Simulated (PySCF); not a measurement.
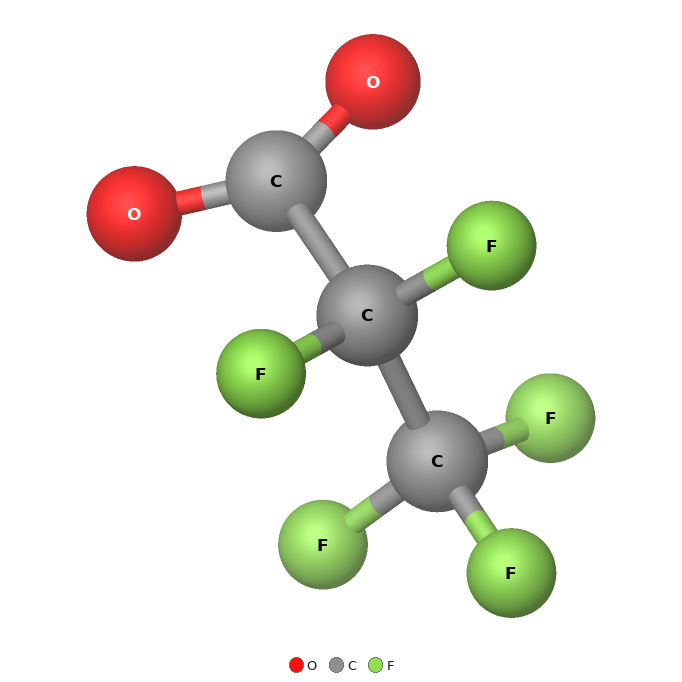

State: charge −1, singlet. The computed structure is the end point of a GFN2-xTB optimisation. No frequency run is at hand to confirm it as a minimum. Method: B3LYP/def2-SVPD, gas phase (PySCF 2.14.0).

What is the HOMO energy (Kohn–Sham orbital)?

Answer. −2.40 eV.

Give the mean static polarisability at this level.

Answer. 56.2 bohr³.
